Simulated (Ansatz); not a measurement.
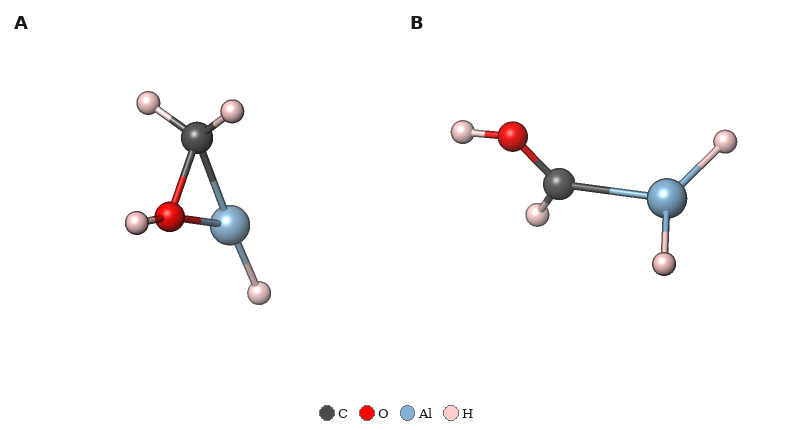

2 stationary structures of one formula. Charge +1, singlet. Geometries: PBE0-D4/def2-TZVP. Electronic energies: RHF-CCSD(T) (frozen core)/def2-TZVPP (Ansatz 0.2.0), without zero-point energy. No frequency run is at hand to confirm each as a minimum. Each is one conformer, not always the lowest.

Which is lowest in energy, and by how much?

A is lowest (Cs); B lies 1.222 eV above it (Cs).

Give E(B) − E(A) in eV at these levels too: ωB97M-V/def2-TZVPP; B3LYP-D4/def2-TZVPP; PBE0-D4/def2-TZVPP; r2SCAN-D4/def2-TZVPP; PBE0-D4/def2-TZVP; RHF-CCSD(T) (frozen core)/def2-TZVPP; PBE-D4/def2-TZVPP.

| level | E(B) − E(A) (eV) |
| --- | --- |
| ωB97M-V/def2-TZVPP | +1.274 |
| B3LYP-D4/def2-TZVPP | +1.182 |
| PBE0-D4/def2-TZVPP | +1.302 |
| r2SCAN-D4/def2-TZVPP | +1.325 |
| PBE0-D4/def2-TZVP | +1.295 |
| RHF-CCSD(T) (frozen core)/def2-TZVPP | +1.222 |
| PBE-D4/def2-TZVPP | +1.236 |
